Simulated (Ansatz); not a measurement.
The relaxed structure here is a generated cell of Al2O3: the first start was made by placing the elements on the sites of a structure type, and the end was not matched to a known phase here, so it may be hypothetical. Known forms of Al2O3 include space group No. 167.

One stationary structure of Al$_{2}$O$_{3}$. Level of theory: r2SCAN (plane waves to 500 eV, PAW, scalar-relativistic; Ansatz, a program for electronic structure).

R32, hexagonal axes (No. 155), hR5; a = 4.665 Å, b = 4.665 Å, c = 7.092 Å, α = 90.00°, β = 90.00°, γ = 120.00°.

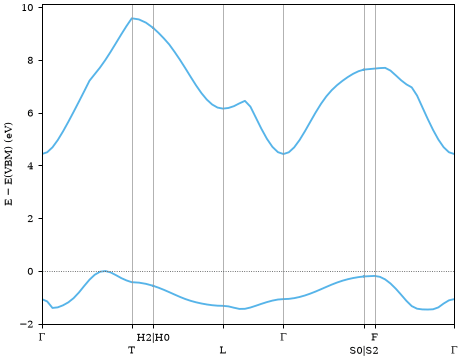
Highest filled and lowest empty band along the path of this cell's Brillouin zone

Q: Read off the gap and say whether it is direct.

A: 4.43 eV, indirect (valence top at 71 % of the way from Γ to T, conduction bottom at Γ) (no spin-orbit coupling).

Q: How far does the top valence band disperse along this path?

A: About 1.5 eV.

No spin polarisation in the result.

The run could not lose the symmetry of its start; a randomly shaken copy of 10 atoms returns to this structure.
